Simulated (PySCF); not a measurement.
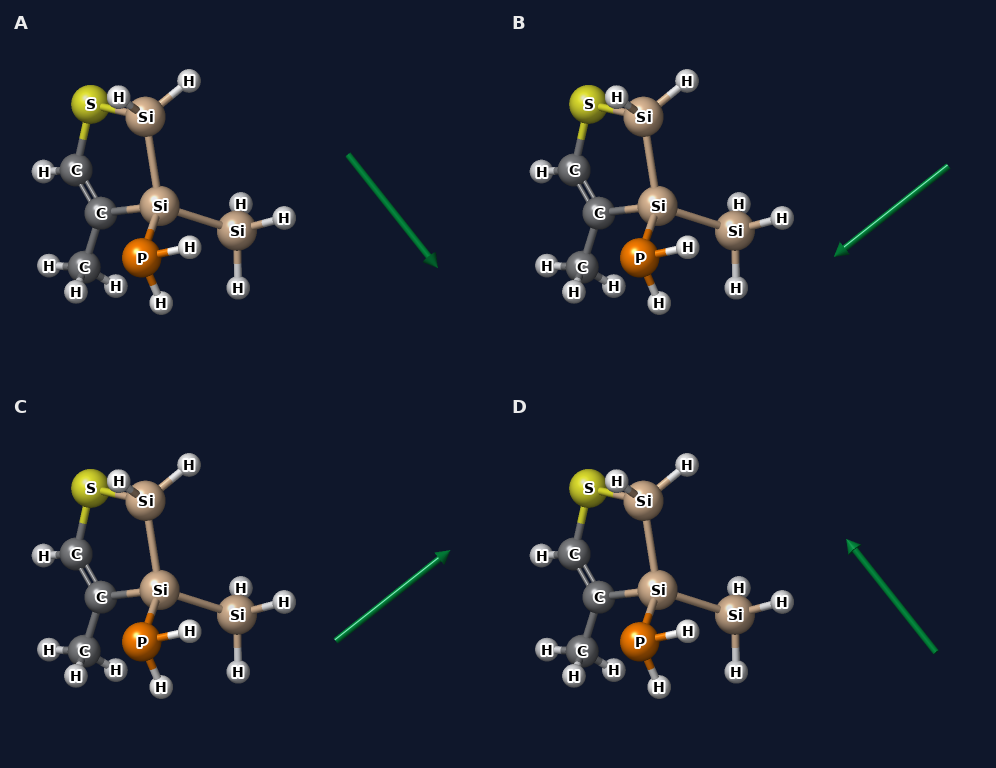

The same molecule four times, each with an arrow. The geometry was computed by an optimisation with GFN2-xTB. No frequency run is at hand to confirm it as a minimum. Properties computed with PBE0/pcSseg-1, gas phase (PySCF 2.14.0).

**Which arrow points along the dipole moment, from the negative to the positive end?**

A. The dipole moment is 2.01 D.

The geometry is semi-empirical. Around P, Si such bond lengths and angles can be off by a tenth of an ångström or more and by several degrees, and values that hang on the shape move with them.
